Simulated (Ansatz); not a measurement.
# C2H5NOSi: rigid torsion scan

The task is a rigid torsion scan, for C2H5NOSi. SMILES: C[SiH]1OC1=N.

All numbers are computed with Ansatz 0.2.0 through its Python package. Level of theory: PBE0+D3(BJ)/def2-SVP.

**1. Starting point**

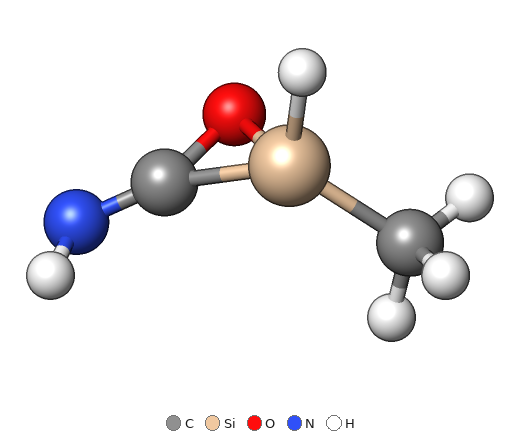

The starting structure, viewed from a chosen angle; carbon grey, silicon light orange, oxygen red, nitrogen blue, hydrogen white.

The script holds or builds the structure itself.

**2. The script**

c2h5nosi.py reads:

```python
# -*- coding: utf-8 -*-
"""Energy of C2H5NOSi as one group turns about a bond."""

import ansatz as az
from ase import Atoms

atoms = Atoms(["C", "Si", "O", "C", "N", "H", "H", "H", "H", "H"], positions=[
    [-1.4025, -0.7975, 0.0399],
    [-0.0164, 0.1701, 0.6598],
    [1.4454, -0.6467, 0.3465],
    [1.4388, 0.5, -0.3063],
    [2.1566, 1.057, -1.1242],
    [-1.4089, -0.8597, -1.0602],
    [-2.3639, -0.2393, 0.2641],
    [-1.4709, -1.7369, 0.4594],
    [-0.0539, 0.5558, 2.1443],
    [1.7588, 1.9461, -1.4204],
])

# relax first, so that the scan starts from a minimum
first = (
    az.Crystal.molecule_from_ase(atoms).calculation()
    .basis(gaussian="def2-SVP")
    .functional("PBE0", dispersion="d3bj")
    .relax(force_tolerance=0.02, max_steps=80)
)
atoms.positions = first.run(threads=1).report["positions_ang"]

start = atoms.get_dihedral(2, 1, 0, 5)
energies = {}
for turn in range(0, 121, 20):
    turned = atoms.copy()
    turned.set_dihedral(2, 1, 0, 5, start + turn, indices=[0, 5, 6, 7])
    base = az.Crystal.molecule_from_ase(turned).calculation()
    base = base.basis(gaussian="def2-SVP").functional("PBE0", dispersion="d3bj")
    energies[round((start + turn) % 360)] = base.run(threads=1).report["free_energy_ev"]
floor = min(energies.values())
print("dihedral O2-Si1-C0-H5 (deg)   E - E(min) (kcal/mol)")
for angle, e in sorted(energies.items()):
    print(f"{angle:8d} {23.060548 * (e - floor):14.3f}  " + "#" * int(30 * (e - floor) / max(max(energies.values()) - floor, 1e-9)))
```

**3. The run**

Command:

```console
python c2h5nosi.py
```

Standard output:

```text
dihedral O2-Si1-C0-H5 (deg)   E - E(min) (kcal/mol)
      17          1.009  ##############################
      37          0.774  #######################
      57          0.282  ########
      77          0.027
     317          0.000
     337          0.240  #######
     357          0.741  ######################
```

It took 95 s on 1 thread of Arm Neoverse V1, shared host; peak memory 0.28 GiB.

**4. How the relaxation of run 0 went**

The steps of the relaxation:

```csv
step,energy from step 1 (eV),largest force component (eV/Å)
1,0.0000,2.9794
2,-0.3399,1.1581
3,-0.4169,0.5190
4,-0.4272,0.1954
5,-0.4250,0.2800
6,-0.4326,0.0832
7,-0.4332,0.0707
8,-0.4344,0.0531
9,-0.4320,0.1157
10,-0.4348,0.0068
11,-0.4350,0.0187
12,-0.4351,0.0210
13,-0.4321,0.4081
14,-0.4351,0.0285
15,-0.4351,0.0050
```

Step 1 is the start. Steps 5, 9, 13, 14 were tried and not accepted.

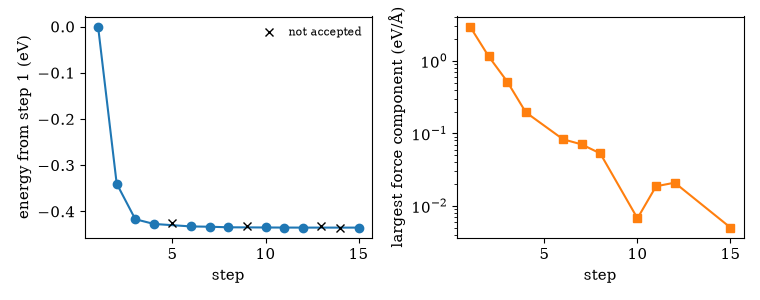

Energy and largest force along the relaxation.

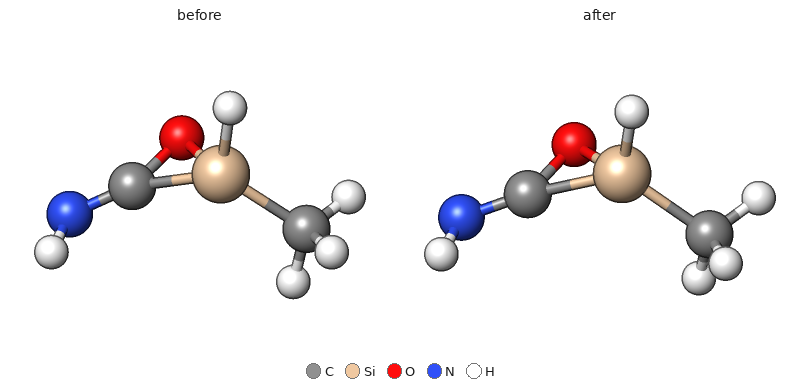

The structure before (left) and after (right) the relaxation, drawn at the same scale.

Before: Bond lengths: C1–Si2 1.800 Å, Si2–O3 1.704 Å, Si2–C4 1.778 Å, O3–C4 1.320 Å, C4–N5 1.222 Å, C1–H6 1.102 Å, C1–H7 1.134 Å, C1–H8 1.031 Å, Si2–H9 1.534 Å, N5–H10 1.018 Å. Angles (14 of 17 angles, heavy atoms first): C1–Si2–O3 109.9°, C1–Si2–C4 122.9°, O3–Si2–C4 44.5°, Si2–O3–C4 70.7°, Si2–C4–O3 64.8°, Si2–C4–N5 158.3°, O3–C4–N5 136.4°, C1–Si2–H9 116.7°, O3–Si2–H9 108.6°, C4–Si2–H9 119.9°, Si2–C1–H6 112.2°, Si2–C1–H7 108.7°, Si2–C1–H8 113.6°, C4–N5–H10 111.3°.

After: Bond lengths: C1–Si2 1.855 Å, Si2–O3 1.735 Å, Si2–C4 1.825 Å, O3–C4 1.366 Å, C4–N5 1.253 Å, C1–H6 1.099 Å, C1–H7 1.101 Å, C1–H8 1.102 Å, Si2–H9 1.486 Å, N5–H10 1.021 Å. Angles (14 of 17 angles, heavy atoms first): C1–Si2–O3 116.3°, C1–Si2–C4 124.4°, O3–Si2–C4 45.0°, Si2–O3–C4 71.0°, Si2–C4–O3 64.0°, Si2–C4–N5 167.9°, O3–C4–N5 128.1°, C1–Si2–H9 114.1°, O3–Si2–H9 114.1°, C4–Si2–H9 121.1°, Si2–C1–H6 110.4°, Si2–C1–H7 110.6°, Si2–C1–H8 110.4°, C4–N5–H10 110.1°.

Run 0 is this relaxation; the runs after it count from 1.

**5. The engine's runs**

The 7 runs, in the order started:

```csv
run,turn (°),energy from run 1 (eV),SCF cycles,CPU time (s)
1,0,0.0000,17,2.7
2,20,0.0104,17,2.8
3,40,0.0321,17,2.7
4,60,0.0438,17,2.8
5,80,0.0336,17,2.7
6,100,0.0122,17,2.8
7,120,0.0012,17,2.7
```

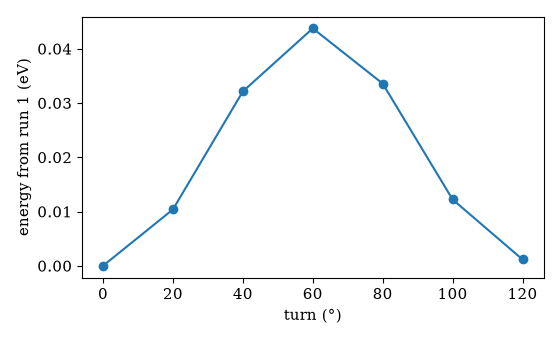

Energy against turn; lines join the points.

**6. Summary of results**

| quantity | value |
| --- | --- |
| runs compared | 7 |
| range of energy | 0.044 eV |
| lowest point, turn (°) | 0 |

What this shows: The lowest point lies at a turn of 0°, the highest 0.044 eV (4.2 kJ/mol) above it at 60°. The grid can miss the true lowest and highest points, and the rest of the molecule is held rigid. Run 0: After 10 moves the largest shift is 0.297 Å, of atom 8 (H). The scan is rigid and the energies are electronic, in a modest basis. With rigid groups the curve can differ much from the relaxed path, the start wasn't checked as a minimum of this torsion, and equivalent turns needn't return to the same energy.
